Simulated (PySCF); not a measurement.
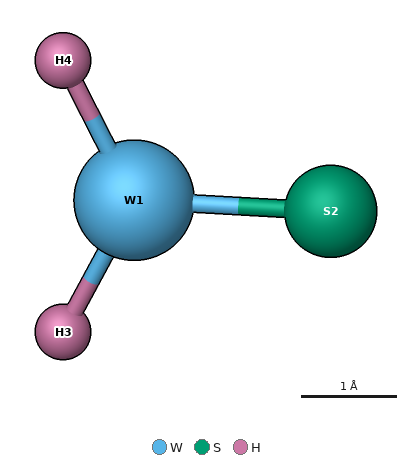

The structure (ball-and-stick view, seen at a tilt; atoms are numbered from 1 in the order of the input). Sticks mark near contacts. Bond lengths as drawn: H–W 1.74 Å and S–W 2.09 Å.

# WSH₂: frequency calculation

WSH₂, computed with UKS-based PBE0, W def2-TZVP with ECP60, S def2-TZVP, H def2-TZVP; non-relativistic Hamiltonian with a scalar-relativistic core potential; density fitting (PySCF 2.14.0).

### Input
```python
from pyscf import gto, scf, dft
mol = gto.M(atom='''
W      0.148995     0.258074    -0.031893
S     -0.889799    -1.541217     0.190463
H      1.878084     0.128621    -0.108045
H     -0.828153     1.689958    -0.116694''',
    basis={'W': 'def2-TZVP', 'S': 'def2-TZVP', 'H': 'def2-TZVP'},
    ecp={'W': 'def2-TZVP'},
    charge=0, spin=0)
mf = dft.UKS(mol, xc='PBE0')
mf.grids.atom_grid = (75, 302)
aux = {'W': 'def2-universal-JKFIT', 'S': 'def2-universal-JKFIT', 'H': 'def2-universal-JKFIT'}
mf = mf.density_fit(auxbasis=aux)
mf.conv_tol = 1e-09
mf.diis_space = 10
mf.max_cycle = 60
mf.verbose = 4
mf.kernel()
```

The script is an equivalent of the set-up of the self-consistent field. The run itself was carried out by a driver, which started from the orbitals of the step before it where there was one and computed the further properties.

Machine: 2 threads of Arm Neoverse V2, 112 GiB of memory available, shared host.

Run as:
```bash
OMP_NUM_THREADS=2 python axn.py task.json out
```

### What the program printed
```
init E= -466.289342641636
  alpha nocc = 16  HOMO = -0.25464255882965  LUMO = -0.109922710310725
  beta  nocc = 16  HOMO = -0.254652482531632  LUMO = -0.109922710310725
  HOMO = -0.25464255883  LUMO = -0.109922710311  gap/eV = 3.93803
cycle= 1 E= -466.289342641603  delta_E= 3.22e-11  |g|= 8.15e-06  |ddm|= 8.46e-06
  alpha nocc = 16  HOMO = -0.25463943420097  LUMO = -0.109921057533894
  beta  nocc = 16  HOMO = -0.254649341895526  LUMO = -0.109921057533894
  HOMO = -0.254639434201  LUMO = -0.109921057534  gap/eV = 3.93799
Extra cycle  E= -466.289342641273  delta_E= 3.3e-10  |g|= 2.52e-05  |ddm|= 2.45e-05
converged SCF energy = -466.289342641273  <S^2> = 0.97908595  2S+1 = 2.217283
```

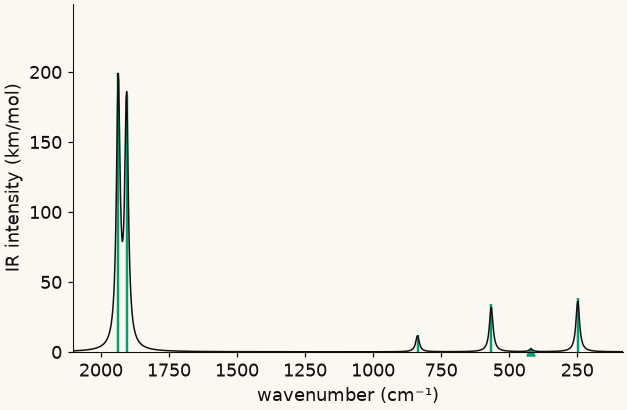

Harmonic infrared spectrum, unscaled: sticks (degenerate modes added up, dark ones marked on the axis) with a Lorentzian envelope of 16 cm⁻¹ full width, scaled to the tallest stick. 6 modes from 248 to 1936 cm⁻¹, none imaginary. The strongest line is at 1936 cm⁻¹ (199 km/mol). All modes, in cm⁻¹ (km/mol): 248 (38), 420 (2.0), 566 (34), 837 (12.0), 1906 (184), 1936 (199).

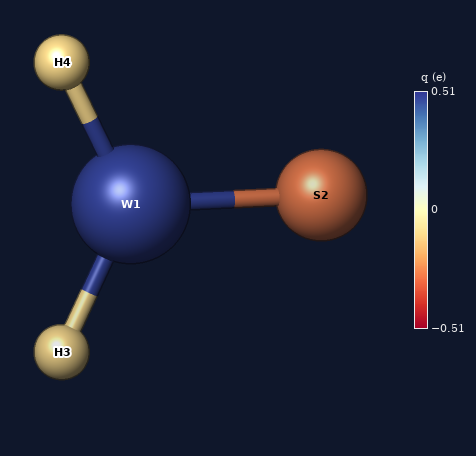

Mulliken charges, as the colour of each atom (ball-and-stick view, seen at a tilt; atoms are numbered from 1 in the order of the input). By element: W +0.48, S −0.27 and H −0.10 e.

### Key numbers

```json
{"quantity": "outcome", "value": "converged"}
{"quantity": "total energy", "value": "−466.289343 hartree"}
{"quantity": "⟨S²⟩", "value": "0.979"}
{"quantity": "HOMO", "value": "−6.93 eV"}
{"quantity": "LUMO", "value": "−2.99 eV"}
{"quantity": "zero-point energy", "value": "0.013469 hartree"}
{"quantity": "dipole moment", "value": "1.48 D"}
{"quantity": "wavenumbers, lowest and highest", "value": "248 and 1936 cm⁻¹"}
{"quantity": "wall time", "value": "54 s (CPU time 1.7 min)"}
{"quantity": "peak memory", "value": "1.2 GiB"}
```

### Remarks

Checks after the run noted: the SCF density has lower symmetry than the nuclear frame; spin contamination. ⟨S²⟩ is 0.98 against 0.00 for a pure state: the solution is spin-contaminated.
